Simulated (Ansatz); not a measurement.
# Al2Pt (Fm-3m): relaxations under a series of pressures

How does Al2Pt (Fm-3m) give way under pressure? Aim: relaxations under a series of pressures, for Al2Pt (Fm-3m), run from a script.

All numbers are computed with Ansatz 0.2.0 through its Python package. Level of theory: DFT PBEsol, plane waves, PAW.

**1. The system**

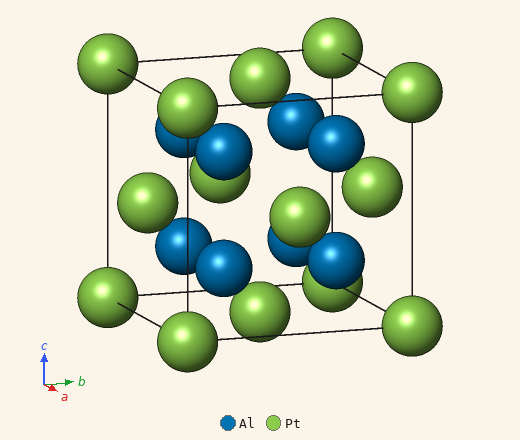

The structure that the script starts from, seen slightly off an axis (aluminium blue, platinum green). The cell is the conventional one. Atoms on cell faces are repeated.

al2pt.vasp, read by the script:

```text
Al2Pt
1.0
   0.00000000    2.95500000    2.95500000
   2.95500000    0.00000000    2.95500000
   2.95500000    2.95500000    0.00000000
Al Pt
2 1
Direct
   0.25000000    0.25000000    0.25000000
   0.75000000    0.75000000    0.75000000
   0.00000000    0.00000000    0.00000000
```

**2. The code**

Input file al2pt_compress.py:

```python
import ansatz
from ase.io import read
import numpy as np
import pandas as pd

def edges_and_angles(cell):
    cell = np.asarray(cell)
    a, b, c = np.linalg.norm(cell, axis=1)
    cosines = cell[1] @ cell[2] / (b * c), cell[0] @ cell[2] / (a * c), cell[0] @ cell[1] / (a * b)
    return (a, b, c, *np.degrees(np.arccos(cosines)))


def main() -> None:
    atoms = read("al2pt.vasp", format="vasp")
    structure = ansatz.Crystal.from_ase(atoms)

    setup = (
        structure.calculation()
        .functional("pbesol")
        .pseudopotentials("paw")
        .basis(470)
        .kpoints(mesh=(9, 9, 9))
        .occupations("fermi_dirac", width=0.15)
    )

    rows = []
    for pressure in [0, 5, 10, 20]:
        done = setup.relax(cell=True, pressure=pressure).run(threads=1)
        cell = done.lattice.cell_ang
        n_atoms = len(done.lattice.sites)
        volume = abs(np.linalg.det(cell)) / n_atoms
        enthalpy = done.report["free_energy_ev"] / n_atoms + pressure * volume / 160.21766
        rows.append((pressure, volume, enthalpy, *edges_and_angles(cell)))
        print(f"{pressure} GPa done: {volume:.4f} A^3/atom")

    table = pd.DataFrame(rows, columns=["P_GPa", "V_A3_atom", "H_eV_atom", "a", "b", "c", "alpha", "beta", "gamma"])
    print(table.round(4).to_string(index=False))
    p, v = np.array([row[0] for row in rows], float), np.array([row[1] for row in rows])
    print("mean bulk modulus between rows (GPa):", np.round(-np.diff(p) / np.diff(np.log(v)), 1))


if __name__ == "__main__":
    main()
```

**3. Running it**

Started as:

```sh
$ python al2pt_compress.py
```

Output:

```text
0 GPa done: 17.0899 A^3/atom
5 GPa done: 16.5274 A^3/atom
10 GPa done: 16.0503 A^3/atom
20 GPa done: 15.2681 A^3/atom
 P_GPa  V_A3_atom  H_eV_atom      a      b      c  alpha  beta  gamma
     0    17.0899 -4478.5211 4.1699 4.1699 4.1699   60.0  60.0   60.0
     5    16.5274 -4477.9968 4.1236 4.1236 4.1236   60.0  60.0   60.0
    10    16.0503 -4477.4887 4.0836 4.0836 4.0836   60.0  60.0   60.0
    20    15.2681 -4476.5124 4.0161 4.0161 4.0161   60.0  60.0   60.0
mean bulk modulus between rows (GPa): [149.4 170.7 200.2]
```

It took 38 s on 1 thread of Arm Neoverse V1, shared host; peak memory 0.51 GiB.

**4. The runs side by side**

From the records of these 4 runs:

| run | pressure asked (GPa) | energy from run 1 (meV/atom) | final volume (Å³/atom) | pressure (GPa) | SCF cycles in all | CPU time (s) |
| --- | --- | --- | --- | --- | --- | --- |
| 1 | 0 | 0.00 | 17.09 | 0.00 | 20 | 7.3 |
| 2 | 5 | 8.49 | 16.53 | 4.99 | 25 | 8.7 |
| 3 | 10 | 30.61 | 16.05 | 9.98 | 28 | 8.9 |
| 4 | 20 | 102.77 | 15.27 | 19.99 | 32 | 11 |

Energies are free energies F = E - TS of the smeared occupations. 

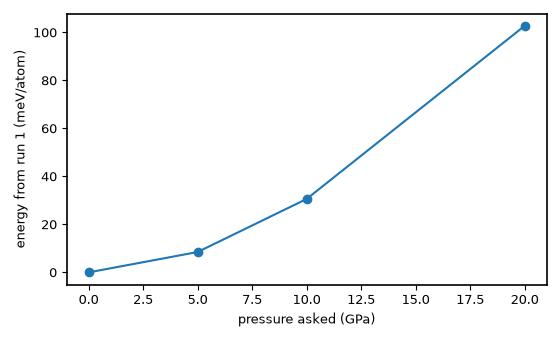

Energy against pressure asked; lines join the points.

**5. The relaxation of run 1, step by step**

The steps of the relaxation:

```
step  E - E(step 1) (eV/cell)  largest force component (eV/Å)  pressure (GPa)  volume (Å³)
   1                   0.0000                          0.0000           -0.90        51.61
   2                  -0.0009                          0.0000            0.29        51.16
   3                  -0.0010                          0.0000            0.00        51.27
   4                  -0.0009                          0.0000            0.00        51.27
```

Step 1 is the start. Step 4 repeats the geometry before it on a plane-wave basis chosen anew for that cell, so its energy need not be comparable with the rows above.

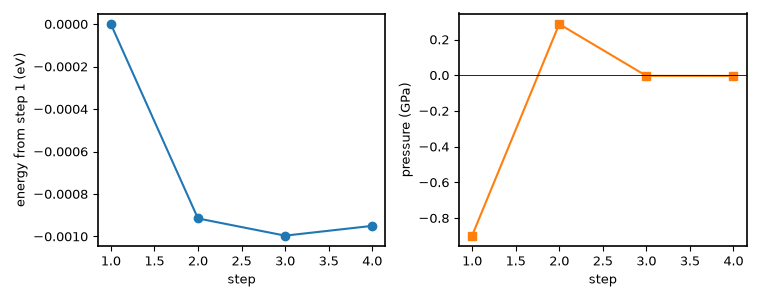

Energy and pressure along the relaxation.

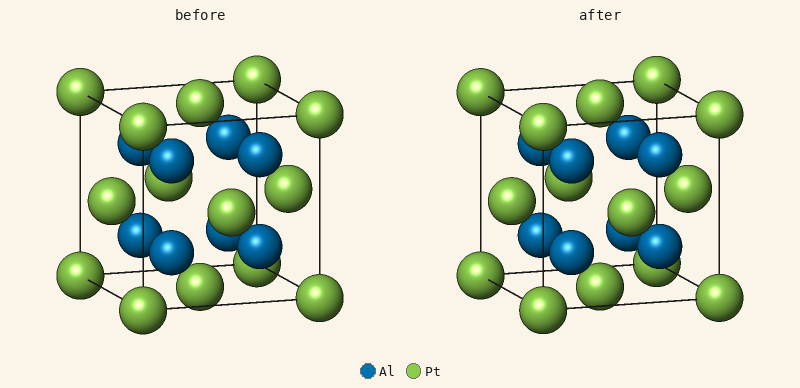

The structure before (left) and after (right) the relaxation, drawn at the same scale. The change is too small to see at this scale.

Lengths and angles in the start's conventional setting:

«Before» is this run's own start.

|  | before | after | change |
| --- | --- | --- | --- |
| a (Å) | 5.910 | 5.897 | -0.2 % |
| b (Å) | 5.910 | 5.897 | -0.2 % |
| c (Å) | 5.910 | 5.897 | -0.2 % |
| volume (Å³/atom) | 17.20 | 17.09 | -0.7 % |
| shortest distance (Å) | 2.559 | 2.554 | -0.2 % |
| space group (0.01 Å) | Fm-3m | Fm-3m | same |

Forces and stress were held to the start's 48 operations: a distortion of lower symmetry was not tested.

**6. The relaxation of run 4, step by step**

Relaxation path:

```csv
step,E - E(step 1) (eV/cell),largest force component (eV/Å),pressure (GPa),volume (Å³)
1,0.0000,0.0000,-0.90,51.61
2,0.5095,0.0000,27.18,44.42
3,0.2758,0.0000,18.78,46.06
4,0.3054,0.0000,19.95,45.82
5,0.3067,0.0000,20.00,45.80
6,0.3074,0.0000,19.99,45.80
```

Step 1 is the start. Step 6 repeats the geometry before it on a plane-wave basis chosen anew for that cell, so its energy need not be comparable with the rows above.

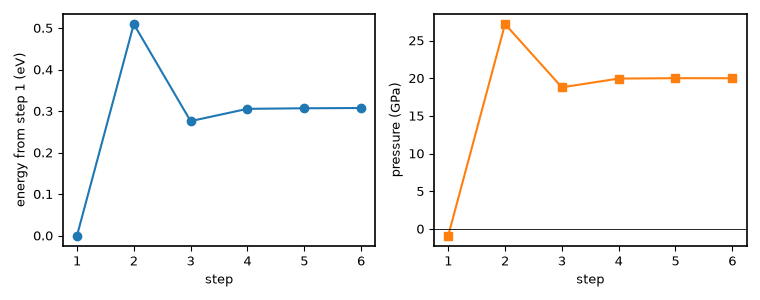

Energy and pressure along the relaxation.

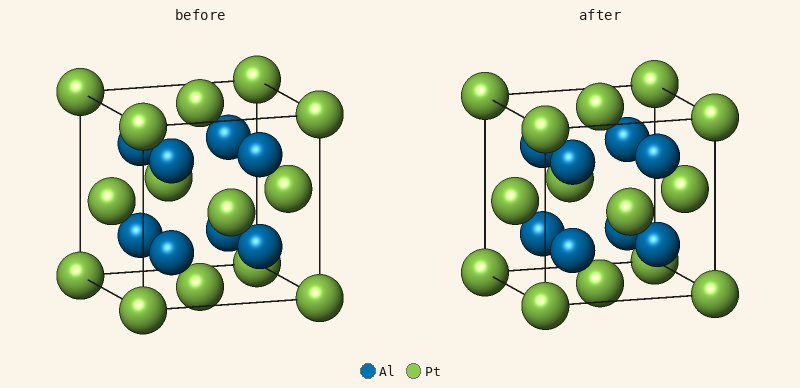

Before and after, at one scale.

Lengths and angles in the start's conventional setting:

«Before» is this run's own start.

|  | before | after | change |
| --- | --- | --- | --- |
| a (Å) | 5.910 | 5.680 | -3.9 % |
| b (Å) | 5.910 | 5.680 | -3.9 % |
| c (Å) | 5.910 | 5.680 | -3.9 % |
| volume (Å³/atom) | 17.20 | 15.27 | -11.2 % |
| shortest distance (Å) | 2.559 | 2.459 | -3.9 % |
| space group (0.01 Å) | Fm-3m | Fm-3m | same |

The run keeps the 48 symmetry operations of the start, so it could not have lowered the symmetry.

Under a set pressure the enthalpy E + pV is minimised, so E itself may rise.

**7. Outcome**

| quantity | value |
| --- | --- |
| bulk modulus between neighbouring pressures | 149.4 to 200.2 GPa |
| runs compared | 4 |
| range of energy | 102.77 meV/atom |

**Reading.** The crystal stiffens as it is compressed. The volume falls from 17.09 Å³ an atom at 0 GPa to 15.27 at 20 GPa, by 10.7 %. Between 0 and 5 GPa, -V dP/dV is about 149 GPa, a mean over that step. In run 1, over 2 moves the cell shrank by 0.7 % in volume, and the space group stayed Fm-3m. In run 4, over 4 moves the cell shrank by 11.2 % in volume under the 20 GPa asked, and the space group stayed Fm-3m. What to keep in mind:
- At a fixed pressure a relaxation lowers the enthalpy F + PV, while F alone can rise.
- The mesh is modest for a metal, so energies can be off by several to tens of meV an atom and pressures by half a GPa or more; differences at equal mesh fare better.
- The smearing is wide enough that free energy and stress hold a thermal part of the electrons.
- Edges and angles that the script prints are those of the cell as typed, here a primitive one.
- Spin-orbit coupling, which matters for elements this heavy, is left out.
- Symmetry holds the cell in this phase, so another phase that may be stable under pressure is not reached.
